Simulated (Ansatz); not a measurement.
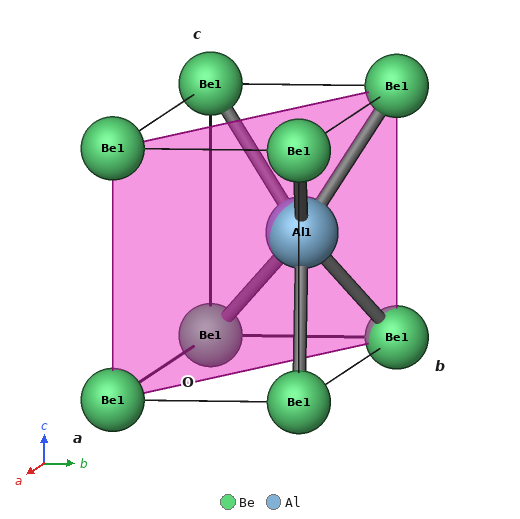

For BeAl, the input geometry of an electronic-structure calculation (not necessarily at equilibrium); the starting structure was generated, so it need not be a known form of this composition: the shaded plane is a symmetry element of the crystal. Symmetry computed with spglib at a tolerance of 0.002 Å; standard conventional cell.

a = 2.716 Å, b = 2.716 Å, c = 4.019 Å, α = 90.00°, β = 90.00°, γ = 120.00°.

```tsv
atom	x	y	z
Be1	0.0000	0.0000	0.0000
Al1	0.3333	0.6667	0.5000
```

Is it a mirror or a glide plane, and what is the operation?

It is a mirror plane, parallel to (1 1 0), through (1/2, 1/2, 1/2): x, y, z → −y+1, −x+1, z.

Onto which atom does it carry each atom (up to whole multiples of a, b and c)?

Be1 → Be1, Al1 → Al1.

What is the crystal's space group?

P-6m2, No. 187.
